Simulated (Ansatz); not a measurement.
# C₃H₉BrGe: taking an electron away

Aim: the vertical ionisation energy of C₃H₉BrGe, as cation minus neutral at the neutral's geometry, on several levels, and how well −ε(HOMO) stands in for it.

The runs use Ansatz 0.2.0, Gaussian basis; unrestricted cation, the program's frozen cores in correlated methods.

Levels to be run: UKS PBE-D4/def2-TZVPP; UKS r2SCAN-D4/def2-TZVPP; UKS PBE0-D4/def2-TZVPP; UKS B3LYP-D4/def2-TZVPP; UKS wB97X-V/def2-TZVPP; UKS wB97M-V/def2-TZVPP; UKS B2PLYP/def2-TZVPP; UHF-CCSD(T)/def2-TZVPP; UHF-MP2/def2-QZVPP; extrapolation to the limit; then −ε(HOMO) from the neutral's earlier runs with LDA (SPW92), PBE-D4, revPBE-D4, BLYP-D4, r2SCAN-D4, B97M-V, PBE0-D4, B3LYP-D4, r2SCANh-D4, r2SCAN0-D4, HSE06-D4, BHLYP-D4, CAM-B3LYP-D4, LC-ωPBE, ωB97X-V, ωB97M-V.

### 1 Structure used throughout

All runs share one geometry, relaxed beforehand with PBE0-D4 in a triple-zeta def2 set.

SMILES `[CH3][Ge]([CH3])([CH3])[Br]`, 14 atoms, charge 0, spin multiplicity 1.

Atoms are counted from 1 here; the program's logs count them from 0.

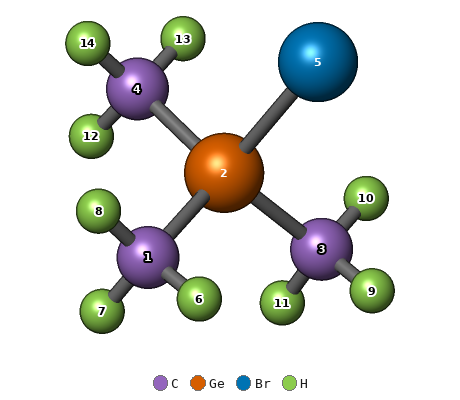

The geometry (carbon purple, germanium orange, bromine blue, hydrogen green); atoms are numbered from 1 in the order of the file.

### 2 Cation, UKS PBE-D4/def2-TZVPP

Contents of in.yaml:

```yaml
crystal:
  periodic: [false, false, false]
  atoms:
    - {symbol: C, position_ang: [-1.762756, 0.645234, -0.007202]}
    - {symbol: Ge, position_ang: [0.137205, 0.270975, -0.199142]}
    - {symbol: C, position_ang: [1.082166, 0.318062, 1.501322]}
    - {symbol: C, position_ang: [0.478006, -1.364646, -1.196813]}
    - {symbol: Br, position_ang: [1.019282, 2.015199, -1.484467]}
    - {symbol: H, position_ang: [-1.908536, 1.603844, 0.491315]}
    - {symbol: H, position_ang: [-2.238151, -0.138532, 0.587242]}
    - {symbol: H, position_ang: [-2.239167, 0.683028, -0.987157]}
    - {symbol: H, position_ang: [0.924856, 1.278803, 1.992173]}
    - {symbol: H, position_ang: [2.151283, 0.176402, 1.341253]}
    - {symbol: H, position_ang: [0.713747, -0.477046, 2.153798]}
    - {symbol: H, position_ang: [0.089737, -2.224349, -0.645623]}
    - {symbol: H, position_ang: [1.549737, -1.496609, -1.347414]}
    - {symbol: H, position_ang: [-0.010508, -1.319665, -2.170486]}
basis:
  gaussian: {orbitals: def2-TZVPP}
total_charge: 1
magnetization: {spin_polarized: true, initial_magnetization: 1}
hamiltonian: {xc: pbe, dispersion: d4}
```

Run with:

```bash
> ansatz run in.yaml --threads 2 --pin off --events-out ev --progress --plain --max-ram 32768MiB --backend cuda --devices 0, --max-vram 18GiB
```

Standard output:

```text
Functional definition: PBE
  name "PBE"
  cite "Perdew, Burke & Ernzerhof, Phys. Rev. Lett. 77, 3865 (1996) doi:10.1103/PhysRevLett.77.3865"
  parent pbe
  parameter kappa = 0.804
  parameter beta = 0.06672455060314922
  exchange = pbe_x(kappa = kappa, mu = beta*pi^2/3)
  correlation = pbe_c(beta = beta)
1805 factors; their error is unknown
mean field evaluation 1: about -129758.1110 eV, gradient 8.7e1 eV
mean field evaluation 2: about -129682.0313 eV, gradient 1.3e2 eV
mean field evaluation 4: about -129787.1372 eV, gradient 3.0e1 eV
mean field evaluation 8: about -129792.4609 eV, gradient 6.3e0 eV
mean field evaluation 16: about -129792.5994 eV, gradient 4.6e0 eV
mean field evaluation 32: about -129792.6798 eV, gradient 2.0e-5 eV
mean field evaluation 64: about -129792.6798 eV, gradient 2.6e-5 eV
mean field -129792.67977050 eV, -4769.7930049279 hartree, gradient 4.0e-6 eV, S^2 0.751973; 7 other end points of the search recorded, 0 dependent functions left out
reference -129792.67981514 eV, -4769.7930065683 hartree; 47, 46 occupied and 268, 269 virtual orbitals, 1805 factors
Total energy: -129792.97839378 eV, -4769.8039791308 hartree
```

It took 15 s on 1 × H100 (card shared with other runs) with 2 threads of AMD EPYC 7R13, shared host; peak host memory 0.95 GiB.

Less the neutral's -129802.3774 eV (earlier run), this gives 9.399 eV. ⟨S²⟩ = 0.752.

### 3 Cation, UKS r2SCAN-D4/def2-TZVPP

in.yaml: that of step 2 with these lines changed.

```diff
@@ -21,2 +21,2 @@
 magnetization: {spin_polarized: true, initial_magnetization: 1}
-hamiltonian: {xc: pbe, dispersion: d4}
+hamiltonian: {xc: r2scan, dispersion: d4}
```

Same command.

Standard output, shortened:

```text
Functional definition: r2SCAN
  name "r2SCAN"
  cite "Furness, Kaplan, Ning, Perdew & Sun, J. Phys. Chem. Lett. 11, 8208 (2020) doi:10.1021/acs.jpclett.0c02405"
  cite "Furness, Kaplan, Ning, Perdew & Sun, J. Phys. Chem. Lett. 11, 9248 (2020) doi:10.1021/acs.jpclett.0c03077"
  parent r2scan
[...]
1805 factors; their error is unknown
[...]
mean field -129813.80482159 eV, -4770.5693362363 hartree, gradient 7.2e-6 eV, S^2 0.754349; 5 other end points of the search recorded, 0 dependent functions left out
reference -129813.80483764 eV, -4770.5693368260 hartree; 47, 46 occupied and 268, 269 virtual orbitals, 1805 factors
Total energy: -129813.88046023 eV, -4770.5721159048 hartree
```

Wall time 23 s (1 × H100 (card shared with other runs) with 2 threads of AMD EPYC 7R13, shared host); peak host memory 1 GiB.

Less the neutral's -129823.4642 eV (earlier run), this gives 9.584 eV. ⟨S²⟩ = 0.754.

### 4 Cation, UKS PBE0-D4/def2-TZVPP

in.yaml: that of step 3 with these lines changed.

```diff
@@ -21,2 +21,2 @@
 magnetization: {spin_polarized: true, initial_magnetization: 1}
-hamiltonian: {xc: r2scan, dispersion: d4}
+hamiltonian: {xc: pbe0, dispersion: d4}
```

The command is unchanged.

Standard output, shortened:

```text
Functional definition: PBE0
  name "PBE0"
  cite "Adamo & Barone, J. Chem. Phys. 110, 6158 (1999) doi:10.1063/1.478522"
  cite "Perdew, Burke & Ernzerhof, Phys. Rev. Lett. 77, 3865 (1996) doi:10.1103/PhysRevLett.77.3865"
  parent pbe
[...]
1885 factors; their error is unknown
[...]
mean field -129797.04080242 eV, -4769.9532698949 hartree, gradient 9.0e-6 eV, S^2 0.755529; 8 other end points of the search recorded, 0 dependent functions left out
reference -129797.04083581 eV, -4769.9532711220 hartree; 47, 46 occupied and 268, 269 virtual orbitals, 1885 factors
Total energy: -129797.29829313 eV, -4769.9627325038 hartree
```

It took 12 s on 1 × H100 (card shared with other runs) with 2 threads of AMD EPYC 7R13, shared host; peak host memory 0.97 GiB.

The neutral molecule at this level: -129807.0467 eV. Difference: 9.748 eV. ⟨S²⟩ = 0.756.

### 5 Cation, UKS B3LYP-D4/def2-TZVPP

in.yaml: that of step 4 with these lines changed.

```diff
@@ -21,2 +21,2 @@
 magnetization: {spin_polarized: true, initial_magnetization: 1}
-hamiltonian: {xc: pbe0, dispersion: d4}
+hamiltonian: {xc: {name: B3LYP}, dispersion: d4}
```

The command is unchanged.

Standard output, shortened:

```text
Functional definition: B3LYP
  name "B3LYP"
  cite "Stephens, Devlin, Chabalowski & Frisch, J. Phys. Chem. 98, 11623 (1994) doi:10.1021/j100096a001"
  cite "Becke, Phys. Rev. A 38, 3098 (1988) doi:10.1103/PhysRevA.38.3098"
  cite "Lee, Yang & Parr, Phys. Rev. B 37, 785 (1988) doi:10.1103/PhysRevB.37.785"
  cite "Vosko, Wilk & Nusair, Can. J. Phys. 58, 1200 (1980) doi:10.1139/p80-159"
[...]
1873 factors; their error is unknown
[...]
mean field -129818.63068878 eV, -4770.7466835844 hartree, gradient 3.8e-6 eV, S^2 0.754231; 13 other end points of the search recorded, 0 dependent functions left out
reference -129818.63098422 eV, -4770.7466944417 hartree; 47, 46 occupied and 268, 269 virtual orbitals, 1873 factors
Total energy: -129819.11196639 eV, -4770.7643702104 hartree
```

Run time: 25 s. Hardware: 1 × H100 (card shared with other runs) with 2 threads of AMD EPYC 7R13, shared host; peak host memory 0.96 GiB.

The neutral molecule at this level: -129828.8450 eV. Difference: 9.733 eV. ⟨S²⟩ = 0.754.

### 6 Cation, UKS wB97X-V/def2-TZVPP

in.yaml: that of step 5 with these lines changed.

```diff
@@ -21,2 +21,2 @@
 magnetization: {spin_polarized: true, initial_magnetization: 1}
-hamiltonian: {xc: {name: B3LYP}, dispersion: d4}
+hamiltonian: {xc: {name: wB97X-V}}
```

Same command.

Standard output, shortened:

```text
Functional definition: wB97X-V
  name "wB97X-V"
  cite "Mardirossian & Head-Gordon, Phys. Chem. Chem. Phys. 16, 9904 (2014) doi:10.1039/C3CP54374A"
  cite "Becke, J. Chem. Phys. 107, 8554 (1997) doi:10.1063/1.475007"
  cite "Vydrov & Van Voorhis, J. Chem. Phys. 133, 244103 (2010) doi:10.1063/1.3521275"
[...]
      + integral(e_c_pw_opposite_spin*poly(b97_u_opposite, cos0, cos1)) + vv10(b, c)
1873 factors; their error is unknown
414 factors; integrals over basis functions are off by at most 2.0e-5 eV
[...]
mean field -129803.63601663 eV, -4770.1956395467 hartree, gradient 3.0e-6 eV, S^2 0.756666; 12 other end points of the search recorded, 0 dependent functions left out
reference -129803.63601438 eV, -4770.1956394641 hartree; 47, 46 occupied and 268, 269 virtual orbitals, 1873 factors
Total energy: -129803.63601438 eV, -4770.1956394641 hartree
```

Wall time 51 s (1 × H100 (card shared with other runs) with 2 threads of AMD EPYC 7R13, shared host); peak host memory 1.1 GiB.

Less the neutral's -129813.6611 eV (earlier run), this gives 10.025 eV. ⟨S²⟩ = 0.757.

### 7 Cation, UKS wB97M-V/def2-TZVPP

in.yaml: that of step 6 with these lines changed.

```diff
@@ -21,2 +21,2 @@
 magnetization: {spin_polarized: true, initial_magnetization: 1}
-hamiltonian: {xc: {name: wB97X-V}}
+hamiltonian: {xc: {name: wB97M-V}}
```

Launched as before.

Standard output, shortened:

```text
Functional definition: wB97M-V
  name "wB97M-V"
  cite "Mardirossian & Head-Gordon, J. Chem. Phys. 144, 214110 (2016) doi:10.1063/1.4952647"
  cite "Becke, J. Chem. Phys. 107, 8554 (1997) doi:10.1063/1.475007"
  cite "Vydrov & Van Voorhis, J. Chem. Phys. 133, 244103 (2010) doi:10.1063/1.3521275"
  # Of w^i u^j: cxij and so on, Table III.
[...]
  gx(w, u) = 1 - cx + cx01*u + cx10*w
  gss(w, u) = css00 + css04*u^4 + css10*w + css20*w^2 + css43*w^4*u^3
  gos(w, u) = cos00 + cos10*w + (cos20 + cos21*u)*w^2 + (cos60 + cos61*u)*w^6
[...]
      + integral(e_c_pw_mod_opposite_spin*gos(b97_w_opposite, b97_u_opposite)) + vv10(b, c)
1865 factors; their error is unknown
414 factors; integrals over basis functions are off by at most 2.0e-5 eV
[...]
mean field -129806.90401729 eV, -4770.3157363558 hartree, gradient 5.4e-6 eV, S^2 0.755864; 12 other end points of the search recorded, 0 dependent functions left out
reference -129806.90407253 eV, -4770.3157383856 hartree; 47, 46 occupied and 268, 269 virtual orbitals, 1865 factors
Total energy: -129806.90407253 eV, -4770.3157383856 hartree
```

Run time: 65 s. Hardware: 1 × H100 (card shared with other runs) with 2 threads of AMD EPYC 7R13, shared host; peak host memory 1.2 GiB.

The neutral molecule at this level: -129816.8613 eV. Difference: 9.957 eV. ⟨S²⟩ = 0.756.

### 8 Cation, UKS B2PLYP (frozen core)/def2-TZVPP

in.yaml: that of step 7 with these lines changed.

```diff
@@ -21,2 +21,2 @@
 magnetization: {spin_polarized: true, initial_magnetization: 1}
-hamiltonian: {xc: {name: wB97M-V}}
+hamiltonian: {xc: {name: B2PLYP}}
```

The command is unchanged.

Standard output, shortened:

```text
Functional definition: B2PLYP
  name "B2PLYP"
  cite "Grimme, J. Chem. Phys. 124, 034108 (2006) doi:10.1063/1.2148954"
  cite "Becke, Phys. Rev. A 38, 3098 (1988) doi:10.1103/PhysRevA.38.3098"
  cite "Lee, Yang & Parr, Phys. Rev. B 37, 785 (1988) doi:10.1103/PhysRevB.37.785"
[...]
1877 factors; integrals over basis functions are off by at most 1.1e-3 eV
[...]
mean field -129783.24754089 eV, -4769.4463768830 hartree, gradient 1.3e-10 eV, S^2 0.759282; 8 other end points of the search recorded, 0 dependent functions left out
21 core orbitals not correlated: weight in the atoms' cores, before any rotation towards them, 1.000 or more for the frozen orbitals, at most 0.000 for the correlated occupied ones
reference -129783.24772896 eV, -4769.4463837943 hartree; 26, 25 occupied and 268, 269 virtual orbitals, 1877 factors
second order -34.44311525 eV of doubles, -0.00000000 eV of singles
Total energy: -129792.54737007 eV, -4769.7881393018 hartree
```

Run time: 25 s. Hardware: 1 × H100 (card shared with other runs) with 2 threads of AMD EPYC 7R13, shared host; peak host memory 1.4 GiB.

Less the neutral's -129802.3950 eV (earlier run), this gives 9.848 eV. ⟨S²⟩ = 0.759.

### 9 Cation, UHF-CCSD(T)/def2-TZVPP

in.yaml: that of step 8 with these lines changed.

```diff
@@ -21,2 +21,3 @@
 magnetization: {spin_polarized: true, initial_magnetization: 1}
-hamiltonian: {xc: {name: B2PLYP}}
+correlation: {method: ccsd_t}
+scf: {omitted_lower_state_checks: [cluster_reference]}
```

Same command.

Standard output, shortened:

```text
Functional definition: HF
  name "HF"
  cite "Fock, Z. Phys. 61, 126 (1930) doi:10.1007/BF01340294"
  parent pbe
[...]
1877 factors; integrals over basis functions are off by at most 1.1e-3 eV
[...]
mean field -129700.79584445 eV, -4766.4163329267 hartree, gradient 2.4e-10 eV, S^2 0.760628; 18 other end points of the search recorded, 0 dependent functions left out
21 core orbitals not correlated: weight in the atoms' cores, before any rotation towards them, 1.000 or more for the frozen orbitals, at most 0.000 for the correlated occupied ones
reference -129700.79584445 eV, -4766.4163329267 hartree; 26, 25 occupied and 268, 269 virtual orbitals, 1877 factors
second order -28.18615397 eV of doubles, -0.00000000 eV of singles
cycle   1  -28.69340168 eV  change   -5.1e-1 eV  update   1.1e-1
[...]
cycle  13  -29.56911867 eV  change    3.8e-6 eV  update   1.9e-5
perturbative correction -1.12843784 eV, -0.0414693259 hartree
Total energy: -129731.49340096 eV, -4767.5444473209 hartree
Checks for a lower state left out: cluster_reference
```

Wall time 2.7 min (1 × H100 (card shared with other runs) with 2 threads of AMD EPYC 7R13, shared host); peak host memory 1.5 GiB.

The neutral molecule at this level: -129741.4871 eV. Difference: 9.994 eV. ⟨S²⟩ = 0.761. T1 = 0.024 (report).

### 10 Cation, UHF-MP2/def2-QZVPP

in.yaml: that of step 9 with these lines changed.

```diff
@@ -18,6 +18,6 @@
 basis:
-  gaussian: {orbitals: def2-TZVPP}
+  gaussian: {orbitals: "def2-QZVPP.json"}
 total_charge: 1
 magnetization: {spin_polarized: true, initial_magnetization: 1}
-correlation: {method: ccsd_t}
+correlation: {method: mp2}
 scf: {omitted_lower_state_checks: [cluster_reference]}
```

Same command.

Standard output, shortened:

```text
Functional definition: HF
  name "HF"
  cite "Fock, Z. Phys. 61, 126 (1930) doi:10.1007/BF01340294"
  parent pbe
[...]
3772 factors; integrals over basis functions are off by at most 8.9e-4 eV
[...]
mean field -129703.43617647 eV, -4766.5133633386 hartree, gradient 4.2e-10 eV, S^2 0.761071; 18 other end points of the search recorded, 0 dependent functions left out
21 core orbitals not correlated: weight in the atoms' cores, before any rotation towards them, 1.000 or more for the frozen orbitals, at most 0.000 for the correlated occupied ones
reference -129703.43617647 eV, -4766.5133633386 hartree; 26, 25 occupied and 572, 573 virtual orbitals, 3772 factors
second order -44.78779936 eV of doubles, -0.00000000 eV of singles
Total energy: -129748.22397583 eV, -4768.1592846068 hartree
Checks for a lower state left out: cluster_reference
```

Wall time 63 s (1 × H100 (card shared with other runs) with 2 threads of AMD EPYC 7R13, shared host); peak host memory 1.4 GiB.

The neutral molecule at this level: -129758.5131 eV. Difference: 10.289 eV. ⟨S²⟩ = 0.761.

### 11 The basis-set limit

This step is arithmetic on the last runs, with X = 3 and 4: exp(−7.88√X) for Hartree-Fock, X^−2.97 for correlation; only MP2 was run in the larger set, so CCSD(T) minus MP2 is added from the smaller one.

```tsv
level	energy at the limit (eV)
HF	-129703.7999
MP2	-129760.8852
CCSD	-129762.2681
CCSD(T)	-129763.3966
```

This is no true limit for total energies: MP2 correlation changes by a factor of 1.59 from triple to quadruple zeta (about 1.07 in light molecules), because outer-core shells are correlated in sets not made for them. Much of that cancels between molecule and atoms or ions.

The neutral's limit, from its own earlier runs, is -129773.5759 eV in the additive form (MP2 limit plus CCSD(T) minus MP2 in triple zeta), in which the cation has -129763.3966 eV.

### 12 The ladder

```tsv
method	ionisation energy (eV)	from CCSD(T)/CBS (eV)	time
PBE-D4	9.40	-0.78	21 s
r2SCAN-D4	9.58	-0.60	26 s
PBE0-D4	9.75	-0.43	18 s
B3LYP-D4	9.73	-0.45	31 s
ωB97X-V	10.03	-0.15	57 s
ωB97M-V	9.96	-0.22	73 s
B2PLYP	9.85	-0.33	33 s
HF/def2-TZVPP	9.19	-0.99	
MP2/def2-TZVPP	10.19	+0.01	
CCSD/def2-TZVPP	9.98	-0.20	
CCSD(T)/def2-TZVPP	9.99	-0.19	2.9 min
CCSD(T)/CBS	10.18	0	4.1 min
```

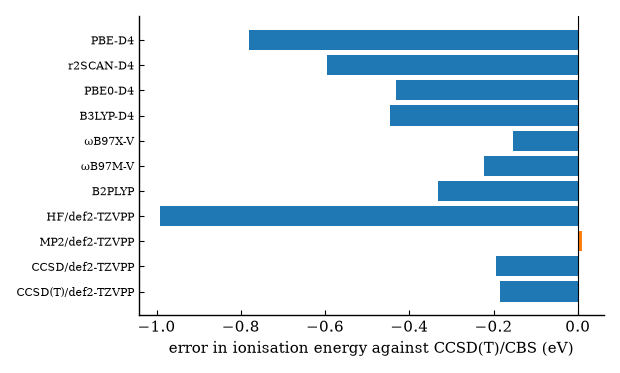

Error of each method against CCSD(T)/CBS.

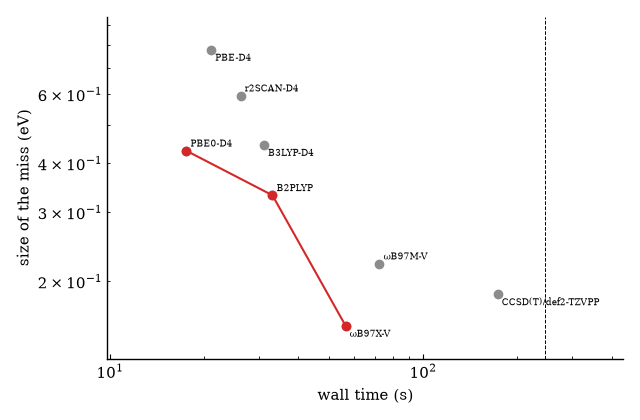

Miss against cost. Red marks the levels that no quicker level drawn beats (of those quicker than the yardstick), and the dashed line is the time of CCSD(T)/CBS. Times are from a shared host.

Times add the cation's run and the neutral's; HF, MP2 and CCSD come out of the CCSD(T) runs.

For comparison, −ε(HOMO) of the neutral from earlier runs:

```tsv
functional	−ε(HOMO) (eV)	by energy difference (eV)
LDA (SPW92)	6.62	
PBE-D4	6.48	9.40
revPBE-D4	6.42	
BLYP-D4	6.31	
r2SCAN-D4	6.79	9.58
B97M-V	6.88	
PBE0-D4	7.73	9.75
B3LYP-D4	7.48	9.73
r2SCANh-D4	7.25	
r2SCAN0-D4	7.94	
HSE06-D4	7.34	
BHLYP-D4	8.85	
CAM-B3LYP-D4	9.05	
LC-ωPBE	10.44	
ωB97X-V	10.09	10.03
ωB97M-V	9.95	9.96
```

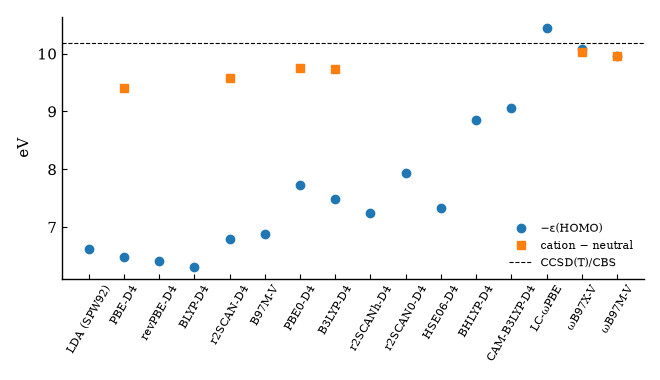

Orbital estimates and energy differences by functional.

### 13 Summary of results

| quantity | value |
| --- | --- |
| ionisation energy, CCSD(T)/CBS | 10.18 eV |
| nearest functional by difference | ωB97X-V (-0.15 eV) |
| nearest −ε(HOMO) | ωB97X-V (-0.09 eV) |
| −ε(HOMO) of PBE | 6.48 eV |
| T1 of the cation | 0.024 |

What this shows: By cation minus neutral, the functionals miss by 0.78 eV at most. The PBE orbital energy is 3.7 eV too small: a semilocal HOMO is no ionisation energy. Among orbital estimates ωB97X-V comes nearest. Hartree-Fock falls 0.99 eV short, as the neutral has more correlation energy than the cation. Correlated methods include outer-core shells of Br, Ge, which these sets cover unevenly. With outer-core shells in play the reference is unsure by up to some tenths of an eV, so close misses can't be ranked.

ωB97X-V reaches 0.15 eV from the reference in 57 s, where CCSD(T)/CBS took 4.1 min; the quickest level in the cost chart, PBE0-D4, takes 18 s and misses by 0.43 eV.
